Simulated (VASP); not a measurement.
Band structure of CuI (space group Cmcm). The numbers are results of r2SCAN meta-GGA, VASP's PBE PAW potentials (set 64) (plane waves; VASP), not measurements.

Unless said otherwise, spin-orbit coupling is left out, though it shifts the bands of the heavy elements here.

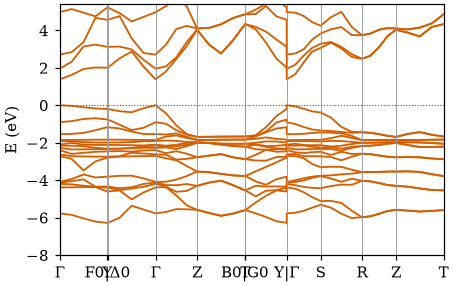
Figure: Bands along high-symmetry lines, zero at the valence-band maximum or, without a gap, the Fermi level

Task: Read the plot: is there a gap, and where are the band edges?

Result: The gap is direct, 1.38 eV, from the valence maximum at Γ to the conduction minimum at Γ.

The structure comes from a computed database's CuI entry (Cmcm); how it stands against other phases isn't given here. It was relaxed first.
